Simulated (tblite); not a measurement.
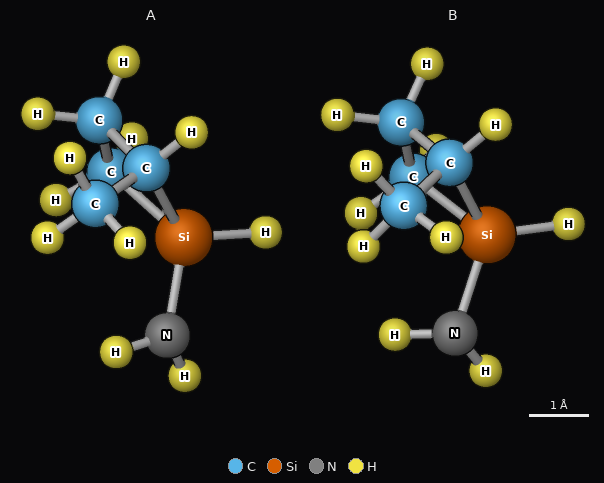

Two geometries of C₄H₁₁NSi, drawn at one scale. One is the start of a relaxation, the other its converged end. Style: ball-and-stick. Shown from a free direction.

Computed with GFN2-xTB geometry optimisation, gas phase (tblite). 

Question: Which one is relaxed?

Answer: Structure A is the relaxed one. The largest move after the best rigid fit is that of an H atom, 0.74 Å. By element the largest moves are H 0.74 Å, N 0.26 Å, Si 0.14 Å, C 0.13 Å. Some distances before and after: N–Si 1.785 → 1.722 Å, C–Si 1.869 → 1.917 Å, C–C 1.502 → 1.546 Å, H–N 1.048 → 1.007 Å. Among the angles between lasting bonds that change: Si–N–H 106.4° → 119.3°, C–Si–N 111.8° → 123.5°, N–Si–H 116.8° → 105.5°. Groups turn about N–Si by about 25°. After 83 geometry steps the energy has fallen by 0.571 eV. The run took 1.5 s on 1 thread of Intel(R) Xeon(R) Processor @ 2.50GHz (shared host).
